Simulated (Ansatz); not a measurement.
```tsv
atom	x (Å)	y (Å)	z (Å)
C	0.4243	-0.5138	0.0641
C	-0.1068	2.0394	-2.8282
Br	0.8046	3.6661	-2.2028
Zn	0.1445	0.7354	-1.3910
H	1.4841	-0.8066	0.1371
H	-0.1685	-1.4322	-0.0726
H	0.1350	-0.0681	1.0293
H	-1.1470	2.3351	-3.0240
H	0.3624	1.7834	-3.7885
```

Geometry: PBE0-D3(BJ)/def2-SVP.

All numbers below come from isolated molecule in a Gaussian basis; Kohn-Sham density functional theory, functional PBE0 in Ansatz.

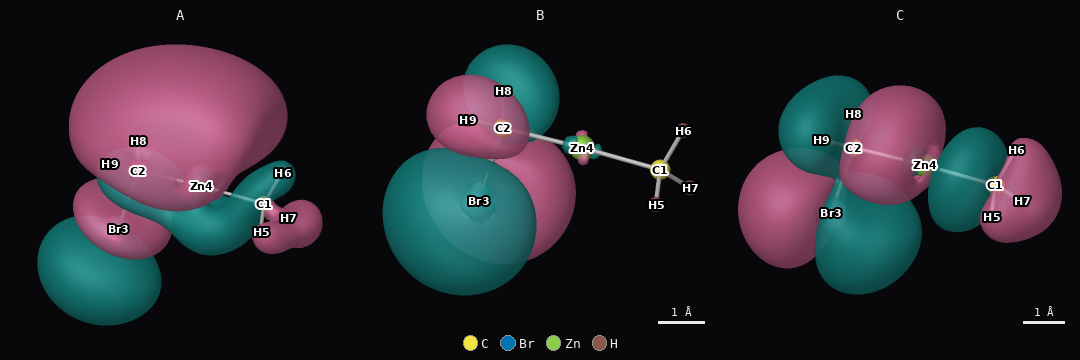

C$_{2}$H$_{5}$BrZn (SMILES [CH3][Zn][CH2]Br). Three frontier orbitals at ±0.04 Å⁻³ᐟ² (teal and pink are the two phases), in no order.

### Order the three orbitals by energy and name them.

B is the HOMO−1 (−7.80 eV). It lies mainly on Br3 (about 85 %) and C2 (about 5 %); largely a lone pair of Br3. C is the HOMO (−7.03 eV). Its weight (Hirshfeld) is mainly on Br3 (about 50 %), C2 (about 20 %), Zn4 (about 10 %) and C1 (about 10 %). A is the LUMO (−0.75 eV). By Hirshfeld shares it lies mainly on Zn4 (about 40 %), Br3 (about 25 %) and C2 (about 15 %).

### What is the HOMO–LUMO gap?

6.28 eV between the orbital energies.
